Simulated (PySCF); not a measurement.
**NMR shielding calculation of C3F3P**

System: C3F3P, SMILES FC(F)=C(F)C#P.
Method: GIAO PBE0/pcSseg-1 NMR shielding, non-relativistic, gas phase (PySCF 2.14.0).

The geometry comes from this level: GFN2-xTB. It belongs to a series of runs on one base structure; here: isopropenyl replaced by CF=CF2. Figures and captions count atoms from 1; the log counts them from 0 in places.

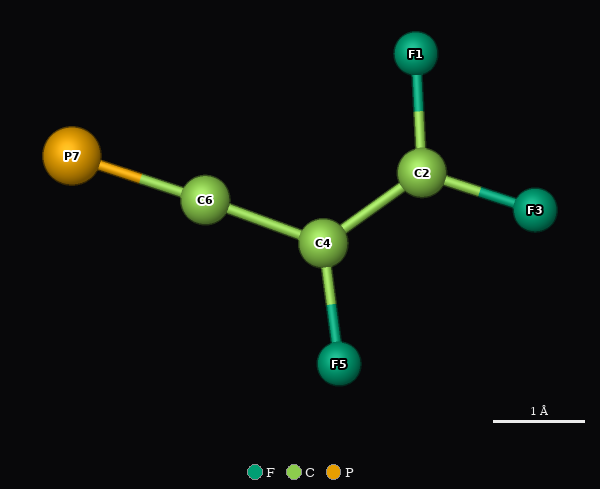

The structure (ball-and-stick view, seen on its broad side; atoms are numbered from 1 in the order of the input).

The input
```
{"job": {"kind": "nmr", "xc": "PBE0", "basis": "pcSseg-1"}, "charge": 0, "multiplicity": 1}
F     -0.865065    -1.565567     0.572617
C     -0.978846    -0.275824     0.279153
F     -2.219959     0.147314     0.447658
C      0.059707     0.468343    -0.131888
F     -0.160330     1.775097    -0.404190
C      1.353309    -0.021254    -0.296252
P      2.814517    -0.523205    -0.494176
```

The first line tells a small driver script what to run in PySCF; the rest is the geometry in Å.

Machine: 1 CPU thread, shared host.

Run as:
```bash
OMP_NUM_THREADS=1 python <driver script> task.json out
```

Log
```
coarse grid: 8144 points
cycle   1  E = -754.3307706543  dE =  1.211e+00  |g| = 7.844e-01  |ddm| = 2.794e+00
cycle   2  E = -754.1319403906  dE =  1.988e-01  |g| = 1.316e+00  |ddm| = 1.456e+00
cycle   3  E = -754.4432077683  dE = -3.113e-01  |g| = 1.033e-01  |ddm| = 9.794e-01
cycle   4  E = -754.4434423077  dE = -2.345e-04  |g| = 9.401e-02  |ddm| = 1.798e-01
cycle   5  E = -754.4453692614  dE = -1.927e-03  |g| = 3.497e-02  |ddm| = 9.951e-02
cycle   6  E = -754.4456927462  dE = -3.235e-04  |g| = 1.042e-02  |ddm| = 3.565e-02
cycle   7  E = -754.4457184327  dE = -2.569e-05  |g| = 1.859e-03  |ddm| = 8.880e-03
cycle   8  E = -754.4457192243  dE = -7.916e-07  |g| = 4.731e-04  |ddm| = 2.267e-03
final grid: 80368 points
cycle   9  E = -754.5067525721  dE = -2.365e-05  |g| = 7.839e-03  |ddm| = 2.548e-02
cycle  10  E = -754.5066745150  dE =  7.806e-05  |g| = 1.874e-02  |ddm| = 2.017e-02
cycle  11  E = -754.5067651490  dE = -9.063e-05  |g| = 2.606e-03  |ddm| = 1.595e-02
cycle  12  E = -754.5067668199  dE = -1.671e-06  |g| = 1.844e-04  |ddm| = 2.175e-03
cycle  13  E = -754.5067668241  dE = -4.184e-09  |g| = 1.068e-04  |ddm| = 2.681e-04
cycle  14  E = -754.5067668271  dE = -2.958e-09  |g| = 4.064e-05  |ddm| = 1.382e-04
cycle  15  E = -754.5067668275  dE = -3.884e-10  |g| = 4.404e-06  |ddm| = 3.798e-05
```

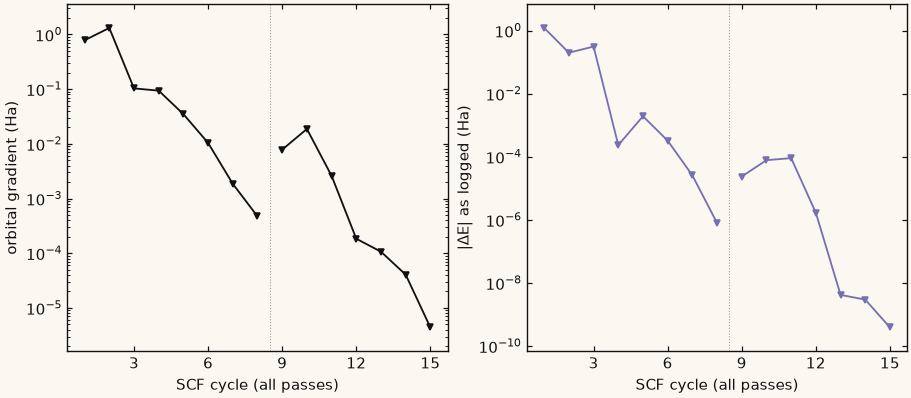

Convergence of the self-consistent field: orbital gradient and size of the energy change against the SCF cycle. The dotted line marks the change from a coarse to the final integration grid. The first 8 cycles use a coarse grid, the final grid takes over at cycle 9, and the field converges after 15 cycles in all.

```
converged SCF energy = -754.5067668275

GIAO shielding tensors (ppm)
atom      isotropic    diamagn.    paramagn.     s11        s22        s33       span
  0 F      266.458     473.232    -206.774    244.347    250.957    304.068     59.721
  1 C        5.300     249.028    -243.728    -61.345     20.801     56.446    117.791
  2 F      242.484     470.885    -228.401    187.117    256.010    284.324     97.208
  3 C       55.423     246.249    -190.827     16.465     52.322     97.481     81.016
  4 F      353.689     471.181    -117.492    309.950    346.404    404.711     94.761
  5 C       35.981     263.575    -227.594   -116.169   -110.270    334.381    450.550
  6 P      192.907     969.029    -776.122    -30.344    108.763    500.301    530.645
```

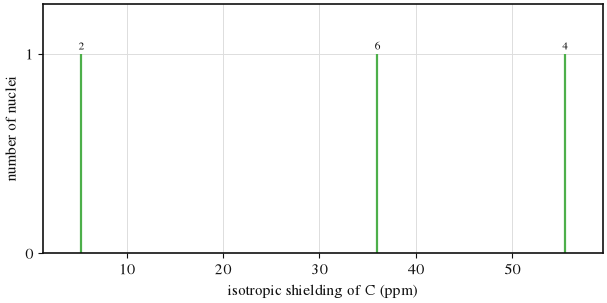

Isotropic shieldings of the carbon nuclei in this fixed geometry, labelled by atom number; shielding grows to the right, so chemical shift grows to the left. The least shielded is C2 (5.3 ppm), the most shielded C4 (55.4 ppm).

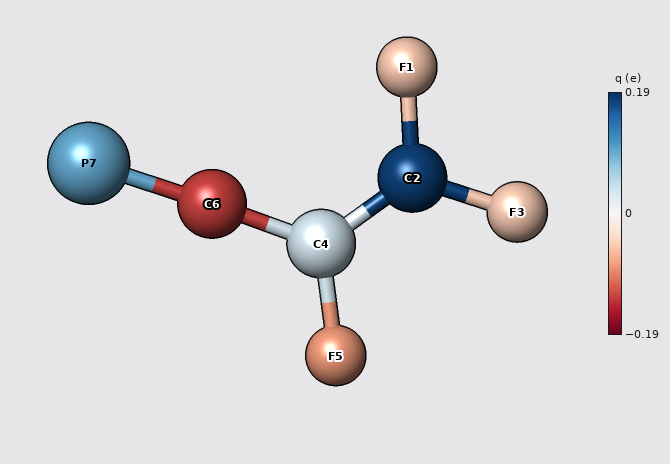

Hirshfeld charges, as the colour of each atom (ball-and-stick view, seen on its broad side; atoms are numbered from 1 in the order of the input). By element: F −0.08 to −0.05, C −0.13 to +0.18 and P +0.10 e.

Key numbers

| quantity | value |
| --- | --- |
| outcome | converged |
| total energy | −754.506767 hartree |
| HOMO | −7.23 eV |
| LUMO | −2.33 eV |
| dipole moment | 0.86 D |
| isotropic shielding, F | 242.5 to 353.7 ppm |
| isotropic shielding, C | 5.3 to 55.4 ppm |
| isotropic shielding, P | 192.9 ppm |
| wall time | 25 s |
| peak memory | 0.59 GiB |
